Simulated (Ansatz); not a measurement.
Consider CsLaGe.

Input

```
crystal:
  lattice:
    - [2.7671790042, 1.597631543, 10.3553323611]
    - [-2.7671790042, 1.597631543, 10.3553323611]
    - [0.0, -3.1952630859, 10.3553323611]
  atoms:
    - { symbol: Cs, position: [0.5, 0.5, 0.5] }
    - { symbol: Cs, position: [0.0, 0.0, 0.0] }
    - { symbol: La, position: [0.3774827945, 0.3774827945, 0.3774827945] }
    - { symbol: La, position: [0.6225172055, 0.6225172055, 0.6225172055] }
    - { symbol: Ge, position: [0.7219519759, 0.7219519759, 0.7219519759] }
    - { symbol: Ge, position: [0.2780480241, 0.2780480241, 0.2780480241] }
basis:
  ecutwfc: 420
kpoints:
  mp_grid: { grid: [6, 6, 6] }
hamiltonian:
  xc: pbe
scf:
  occupations: { method: gaussian, width: 0.01 }
output:
  forces: true
  stress: true
  eigenvalues: true
  write_density: true
  write_potential: true
  elf: true
  volumetric_format: npy
relax:
  adjacent_minimum: "off"
  f_tol: 0.01
  max_steps: 80
  cell: { stress_tol: 0.05 }
```

Command:

```sh
ansatz run input.yaml --threads 1 --pin off --max-ram 2560MiB --backend cpu --events-out ev --progress --plain --runs-dir out
```

Below, planes, directions and counts refer to the conventional cell (a = 5.55 Å, b = 5.55 Å, c = 31.22 Å, α = 90.00°, β = 90.00°, γ = 120.00°).

The fields are those of the relaxed geometry.

Space group R-3m; a structure generated by program, which may or may not match a known phase.

All numbers below come from DFT PBE, scalar-relativistic, plane waves, PAW in Ansatz 0.2.0.

**What can the converged valence pseudo-density and electron localisation function tell about the bonding?**

La–Ge (3.07 Å): ρ at the midpoint is about 0.23 e/Å³; the ELF peaks at about 0.50 in the valence shell of Ge, 1.2 Å from its nucleus, and drops to about 0.25 between the two atoms; no localised pair shows between them.

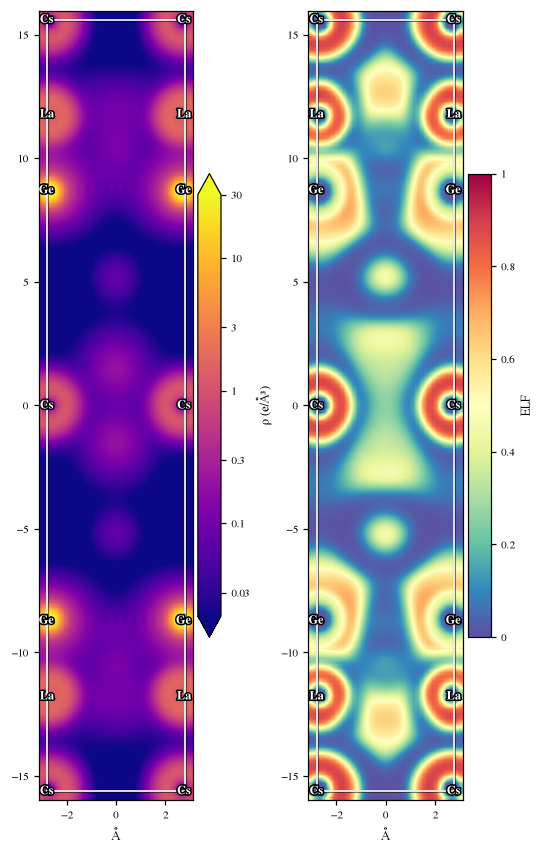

Computed valence pseudo-density and electron localisation function on the (100) plane of the conventional cell, in this order. 

Core electrons are frozen (PAW), and the valence fields are smoothed inside the atomic spheres.
